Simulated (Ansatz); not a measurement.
## Electronic structure of ClH$_{6}$HfN$_{3}$ in real space

```
atom    x (Å)    y (Å)    z (Å)
  Hf   0.0201  -0.0138   0.0427
  Cl   0.1139  -0.0784   2.4475
   N   1.8746  -0.0116  -0.8003
   H   2.6380  -0.6261  -0.5142
   H   2.2324   0.6285  -1.5073
   N  -0.9332   1.6501  -0.6441
   H  -1.6895   1.6932  -1.3250
   H  -0.7718   2.5940  -0.2903
   N  -0.9699  -1.6175  -0.7305
   H  -1.8550  -1.9771  -0.3705
   H  -0.6527  -2.2413  -1.4706
```

Core potentials replace the inner electrons of Hf.

The calculation used RKS B3LYP-D4/def2-SVP (Ansatz 0.2.0).

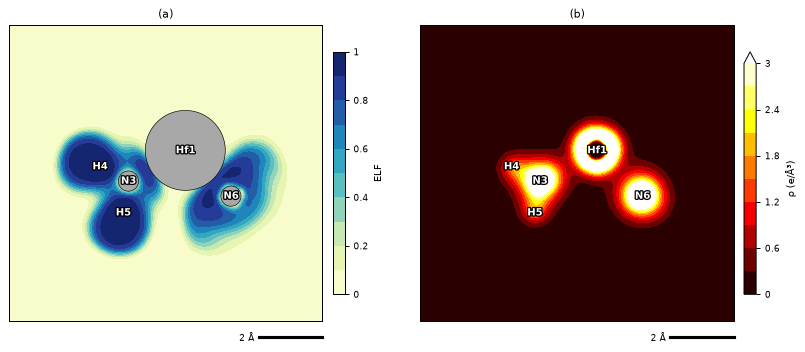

Figure 1. (a) ELF; (b) electron density on the plane of atoms N3, Hf1 and N6. Grey discs cover the atomic cores in the ELF map.

Question: What does the map show?

Answer:
- Atoms in the plane: Hf, N and H.
- Hf–N (2.04 Å): ρ at the midpoint is about 0.79 e/Å³; the ELF peaks at about 0.90 in the valence shell of N, 0.6 Å from its nucleus, and is about 0.25 at the midpoint.
- N–H (1.02 Å): ρ is about 2.7 e/Å³ halfway; the ELF climbs to about 1 towards the hydrogen, as it does in any bond to H; an ordinary covalent bond to hydrogen.

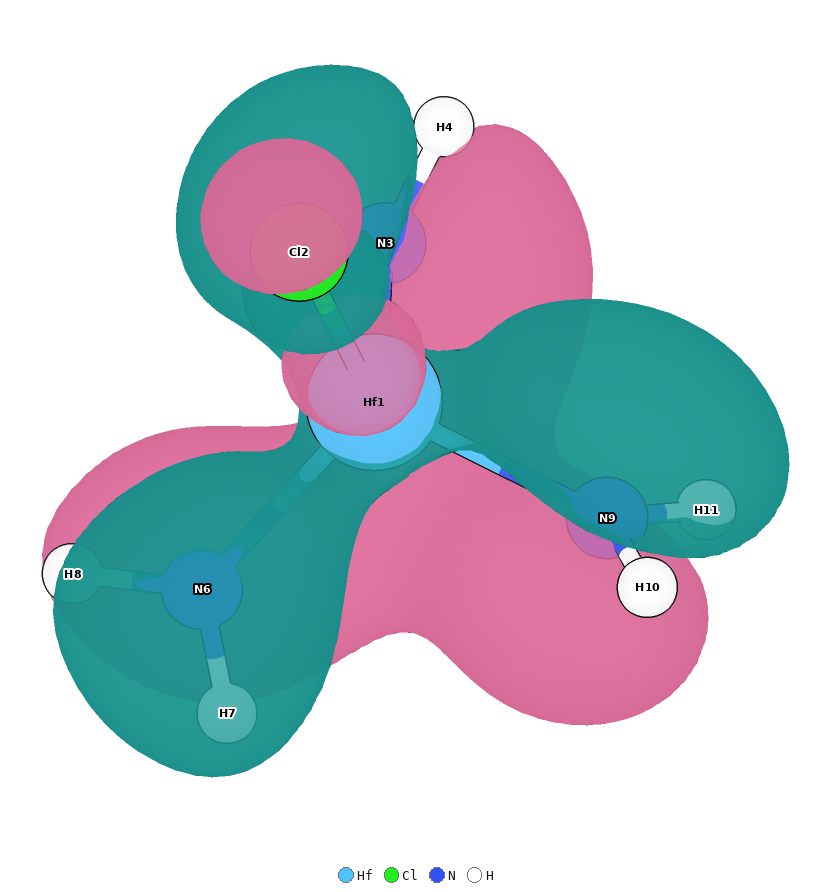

Figure 2. The HOMO at ±0.06 Å⁻³ᐟ² (teal and pink are the two phases), seen at a tilt.

Question: Where does this orbital lie, and at what energy?

Answer: It lies mainly on N3 (about 25 %), N6 (about 25 %), N9 (about 25 %) and Hf1 (about 15 %); largely a combination of lone pairs on N3, N6 and N9. Its energy is −6.89 eV.
